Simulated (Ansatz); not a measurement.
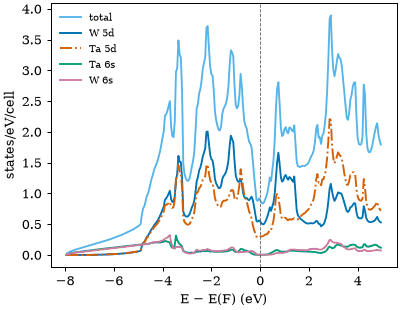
Fig. 1. Total and projected density of states of TaW (rock salt, Fm-3m), the program Ansatz at the PBEsol level (PAW)

Problem. Which orbitals carry the states next to the Fermi level?

Solution. Within 0.5 eV of the Fermi level: W 5d 57 %, Ta 5d 35 %. Projections are on Löwdin-orthogonalised atomic valence shells; empty p or d shells of many metals are not among them.

Problem. Where is the tallest occupied peak in this window, and what makes it?

Solution. Near -2.1 eV, about 3.7 states/eV per cell; the largest projected share is W 5d.

The start of the workflow was typed in or built on a structure type; neither database checked (COD, Materials Project) lists it. Whether it is the stable phase at ambient conditions was not checked. The cell was relaxed with PBEsol under the symmetry of its start. At this level the phase is mechanically unstable. No spin polarisation was allowed. Its formation energy is positive at this level, so the cell may be metastable or incomplete. Scalar-relativistic: spin–orbit coupling is off unless named, which matters more the heavier the elements.

Potentials: the later of the program's two PAW sets.
